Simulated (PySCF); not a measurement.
# C₅H₁₀Ge: electronic excitations

What electronic excitations should C₅H₁₀Ge (`[CH3][GeH]1[CH2]C=C[CH2]1`) show?

Computed with PySCF 2.14.0, with density-fitted response routines of our own, on a single molecule in the gas phase. Atoms count from 0, in the outputs and in this text.

### 1 The starting structure

16 atoms, charge 0, multiplicity 1; geometry from: GFN2-xTB.

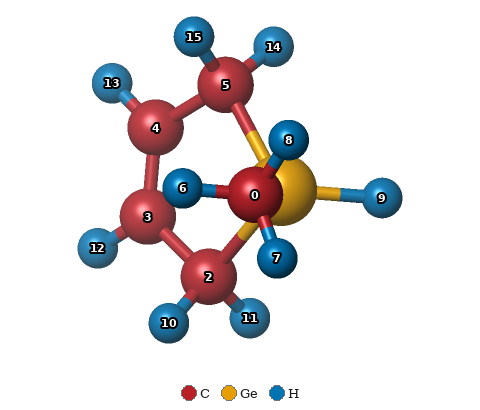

As it starts; carbon red, germanium amber, hydrogen blue, atoms numbered; sticks join atoms by distance.

### 2 TDDFT and polarisability: PBE0/def2-SVPD

What the job is given:

```
{"job": {"kind": "uv", "xc": "PBE0", "basis": "def2-SVPD", "nstates": 8, "ntriplets": 3}, "charge": 0, "multiplicity": 1}
C      2.242305    -0.626913     0.494506
Ge     0.726578    -0.123852    -0.675930
C     -0.917139    -1.207242    -0.376887
C     -1.878907    -0.219163     0.211550
C     -1.549082     1.055823     0.332640
C     -0.205432     1.545153    -0.117461
H      1.912354    -0.629831     1.529800
H      2.614020    -1.617385     0.249213
H      3.061013     0.079463     0.395792
H      1.181488    -0.104788    -2.123377
H     -0.765693    -2.041714     0.309981
H     -1.327671    -1.628477    -1.295559
H     -2.844813    -0.586691     0.530785
H     -2.232248     1.780155     0.755734
H     -0.322627     2.265076    -0.928705
H      0.298254     2.069331     0.696508
```

With the program's defaults for keys left out, this is: TDDFT PBE0/def2-SVPD, vertical, gas phase, core orbitals frozen in the response.

Started as:

```
$ OMP_NUM_THREADS=1 python probes_run.py task.json out
```

One launch serves the whole session: the jobs run in the order shown.

What will the session give for the following? lowest singlet (PBE0/def2-SVPD); brightest single state of those computed; lowest triplet; surface potential, least and greatest. Wanted: lowest singlet; brightest single state of those computed; lowest triplet; surface potential, least and greatest.

The runs gave:

```
                                quantity                        value
         lowest singlet (PBE0/def2-SVPD)  6.55 eV (189 nm), f = 0.002
brightest single state of those computed  state 5, 7.13 eV, f = 0.138
                          lowest triplet                      4.44 eV
   surface potential, least and greatest           -0.68 V and 0.68 V
```

**Reading.** The first singlet state (HOMO→LUMO 0.79, HOMO→LUMO+2 0.19) lies at 6.55 eV and is weak; of the 8 states computed, the strongest absorption comes from state 5 at 7.13 eV. The lowest triplet lies 2.10 eV below the lowest singlet (triplets in Tamm-Dancoff, singlets in full TDDFT). States above −ε(HOMO) lie where TDDFT describes them poorly and they hang on the basis; the brightest is among them.
